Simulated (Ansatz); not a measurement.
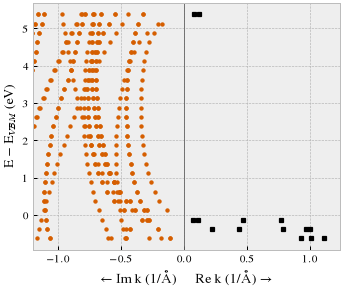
Complex bands at the centre of the two-dimensional zone; Ansatz (an electronic-structure program) with r2SCAN

No gap correction and no spin-orbit coupling; mid-gap is the computed energy nearest the middle.

This is HfO2 (P4_2/nmc, 6 atoms a cell, 10.9 Å³ an atom, 4 GPa at this level) along the normal of (110). Read off the slowest decay at the centre of the two-dimensional zone at 2.62 eV, the computed energy nearest the middle of the gap.

κ ≈ 0.34 1/Å, a decay length 1/(2κ) of the density of 1.5 Å.
